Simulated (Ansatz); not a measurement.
Fields on a plane of GaN (zinc blende)

```
GaN
1.0
    0.00000     2.27427     2.27427
    2.27427     0.00000     2.27427
    2.27427     2.27427     0.00000
N Ga
1 1
Direct
  0.25000   0.25000   0.25000
  0.00000   0.00000   0.00000
```

The slice is a {110} plane (indices of the conventional cell) through the point (0.250, 0.250, 0.250) (fractional), spanned by u = [100] and v = [1 -1 -1] in vectors of this cell: u (3.22 Å) and v (4.55 Å, at 90° to u). It covers one period; positions are fractions (u, v).

Atoms on it: N at (0.00, 0.00); Ga at (0.50, 0.25).

Level of theory: PBE (plane waves to 420 eV, PAW, scalar-relativistic; Ansatz, a quantum-chemistry and plane-wave program). k mesh 12×12×12. These are valence fields of a PAW run, semicore shells included where kept as valence: close to a nucleus they are smooth pseudo fields. GaN was relaxed with its symmetry unable to fall.

| v \ u | 0.00 | 0.12 | 0.24 | 0.35 | 0.47 | 0.59 | 0.71 | 0.82 | 0.94 |
|---|---|---|---|---|---|---|---|---|---|
| 0.88 | x | x | 6.3 | 8.1 | 8.1 | 8.1 | 7.6 | 2.8 | x |
| 0.75 | 6.5 | 6.9 | 7.8 | 8.4 | 8.6 | 8.5 | 8.1 | 7.4 | 6.6 |
| 0.62 | 6.5 | 6.7 | 7.4 | 7.9 | 8.0 | 8.0 | 7.6 | 7.0 | 6.5 |
| 0.50 | 6.7 | 6.5 | 5.6 | 3.9 | 2.6 | 3.1 | 4.9 | 6.2 | 6.6 |
| 0.38 | 6.4 | 4.9 | <0.0 | x | x | x | <0.0 | 2.6 | 6.1 |
| 0.25 | 6.5 | 4.1 | <0.0 | x | x | x | x | <0.0 | 5.9 |
| 0.12 | x | x | <0.0 | x | x | x | <0.0 | <0.0 | x |
| 0.00 | x | x | x | 4.2 | 2.6 | 3.3 | 4.2 | x | x |

Values: electrostatic potential energy of an electron, from the cell's mean, in eV. Points within 0.8 Å of a nucleus are blanked (x), as the pseudised field means little there. Values under 0 eV are set to 0. The zero, the cell's mean, hangs on the PAW cores.

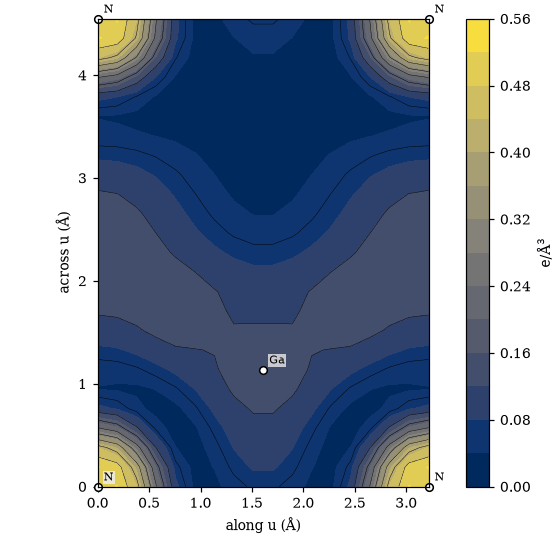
Density of the lowest conduction band (whole band as if filled, smooth part) in e/Å³, one period of the plane, atoms marked. 

| Quantity | Result |
|---|---|
| Density on the N–Ga line (1.97 Å) at its density minimum, 1.0 Å from N | 0.70 e/Å³ |
| ELF at that point | 0.4 |
| Character of the N–Ga contact (rough rule: ELF there above 0.7 covalent, below 0.2 ionic, polar between) | polar, between covalent and ionic |
| Element round which the density of the highest valence band (whole band, smooth part) is largest on this plane | N |
